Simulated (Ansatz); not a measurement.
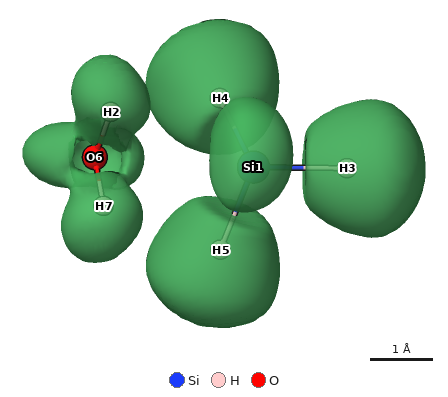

Figure 1: H3Si···H2O (doublet). Isosurface of the electron localisation function at 0.8 (green), seen at a tilt. Core shells and regions of very low density are left out.

Theory: UKS revPBE-D4/def2-SVP in Ansatz 0.2.0.

Input

```
crystal:
  periodic: [false, false, false]
  atoms:
    - { symbol: Si, position_ang: [0.009711, 0.014998, -0.109954] }
    - { symbol: H, position_ang: [0.014987, 0.024382, 1.367962] }
    - { symbol: H, position_ang: [1.427256, 0.008061, -0.609947] }
    - { symbol: H, position_ang: [-0.70506, 1.239038, -0.610426] }
    - { symbol: H, position_ang: [-0.702204, -1.217965, -0.597746] }
    - { symbol: O, position_ang: [-0.011021, -0.018268, 3.573987] }
    - { symbol: H, position_ang: [-0.54667, -0.851346, 3.614623] }
magnetization:
  spin_polarized: true
  initial_magnetization: 1
basis:
  gaussian: { orbitals: def2-SVP }
hamiltonian:
  xc: revpbe
  dispersion: d4
relax:
  f_tol: 0.03
  max_steps: 50
output:
  orbitals: {}
```

Command:

```sh
ansatz run input.yaml --threads 1 --pin off --max-ram 2048MiB --backend cpu --events-out ev --progress --plain --runs-dir out
```

The fields are those of the run's last geometry, not of the input's.

Where are the electrons localised?

Answer. The ELF exceeds this value in three regions around hydrogen nuclei, one lobe on Si, pointing away from the bonds (non-bonding electrons) and one joined region spread over several atoms (H, O), in which their bonds and any lone pairs are merged.

Values along the shortest contacts:
Si1···O6 (2.80 Å): the ELF is about 0.15 at the midpoint. O–H (0.98 Å): the ELF climbs to about 1 towards the hydrogen, as it does in any bond to H (a covalent bond by its length).
